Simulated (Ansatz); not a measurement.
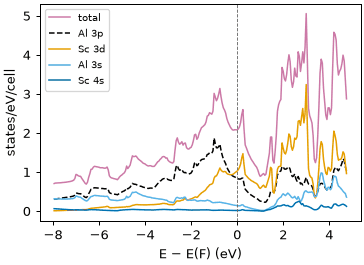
Figure: Total and projected density of states of ScAl3 in space group I4/mmm (No. 139; Sc on 2a, Al on 4d, Al on 2b), PBEsol in the plane-wave PAW code Ansatz

### Question
Which orbitals carry the states next to the Fermi level?

### Answer
Within 0.5 eV of the Fermi level: Sc 3d 49 %, Al 3p 40 %, Al 3s 7 %. Projections are on Löwdin-orthogonalised atomic valence shells; empty p or d shells of many metals are not among them.

### Question
Where is the tallest occupied peak in this window, and what makes it?

### Answer
Near -0.8 eV, about 3.1 states/eV per cell; the largest projected share is Al 3p.

The first step of the workflow began from a Materials Project structure, measured or hypothetical; the Crystallography Open Database copy checked does not list it. Whether it is the stable phase at ambient conditions was not checked. The cell was relaxed with PBEsol under the symmetry of its start; whether a distortion lowers the energy is not shown. No spin polarisation was allowed.

Potentials: the later of the program's two PAW sets.
